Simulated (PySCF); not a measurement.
WO (charge −1, quartet)

```json
{"atom": "W", "x (Å)": "0.0000", "y (Å)": "0.0000", "z (Å)": "-0.1370"}
{"atom": "O", "x (Å)": "0.0000", "y (Å)": "0.0000", "z (Å)": "1.5760"}
```

⟨S²⟩ = 3.82, above the pure value of 3.75; core potentials replace the inner electrons of W.

Theory: PBE0/def2-TZVPPD, non-relativistic Hamiltonian with scalar-relativistic core potentials where named, at a bond length of 1.713 Å in PySCF.

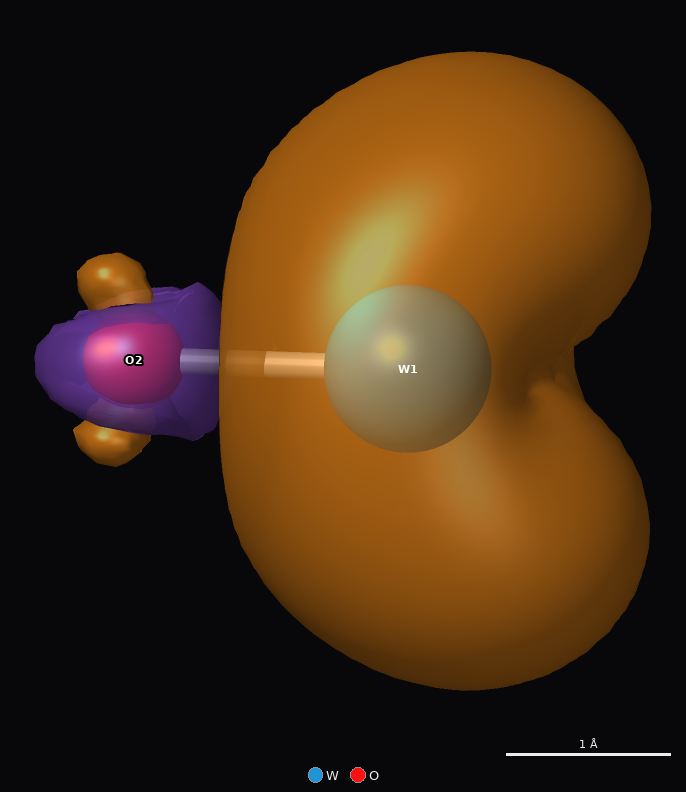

Figure 1. Isosurfaces of the spin density at +0.03 (orange) and −0.03 e/Å³ (purple), seen from one side.

Which atoms carry the spin?

Answer. The unpaired spin (3 electrons) lies mostly on W1 (about 3.0), in electrons by Hirshfeld's partition.

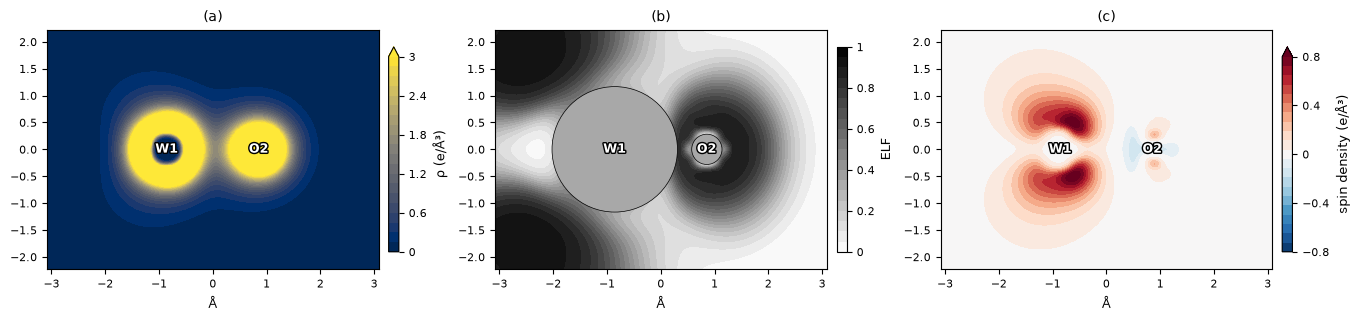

Figure 2. (a) electron density; (b) ELF; (c) spin density (α minus β) on a plane that holds the molecular axis. Grey discs cover the atomic cores in the ELF map.

Describe what can be read from this map.

Answer.
- The plane passes through W and O nuclei.
- W–O (1.71 Å): ρ at the midpoint is about 1.8 e/Å³; the ELF peaks at about 0.85 in the valence shell of O, 0.5 Å from its nucleus, and drops to about 0.40 between the two atoms.
